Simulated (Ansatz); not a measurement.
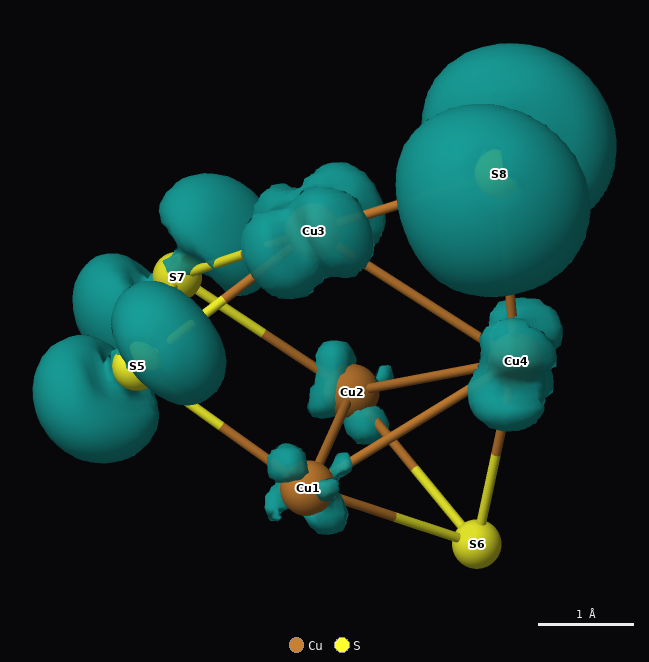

Figure. Cu$_{4}$S$_{4}$ (charge −1, doublet). Isosurfaces of the spin density (α minus β) at +0.015 (teal) and −0.015 e/Å³ (pink), seen at a tilt.

Geometry: PBE-D4/def2-SVPD.

Method: UKS PBE0-D4/def2-SVP (Ansatz 0.2.0).

```xyz
8

Cu    0.7495    0.1413   -1.4052
Cu   -0.9321   -1.2453   -0.3626
Cu    0.5578    0.3148    1.3126
Cu   -1.2290    1.3308   -0.2111
S     2.2288   -0.7432    0.0171
S    -1.4117    0.1396   -2.0925
S     0.6727   -2.0228    0.9840
S    -0.6360    2.0848    1.7577
```

Question: Where is the unpaired spin?

Answer: The unpaired spin (1 electron) lies mostly on S8 (about 0.5), Cu3 (about 0.2), S5 (about 0.1) and S7 (about 0.1), in electrons by Hirshfeld's partition. Only one sign reaches the isovalue.
